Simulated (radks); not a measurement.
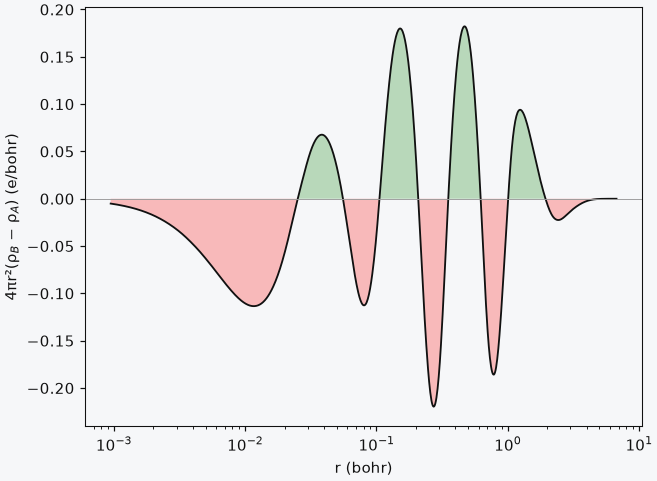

The I³⁺ ion in [Kr] 4d10 5s2 5p2 was computed by two methods: AM05; MS2 meta-GGA. Both runs are scalar-relativistic and spherical. Computed with the in-house radial solver radks.

The plot shows the radial density of run B less that of run A; on the logarithmic r axis, areas aren't charges.

A is MS2 meta-GGA and B is AM05.

> Where does the charge move between the methods?

B holds 0.095 electrons more than A where the difference is positive (most at r = 0.47 bohr) and as many fewer where it is negative (most at r = 0.27 bohr), out of 50 electrons.
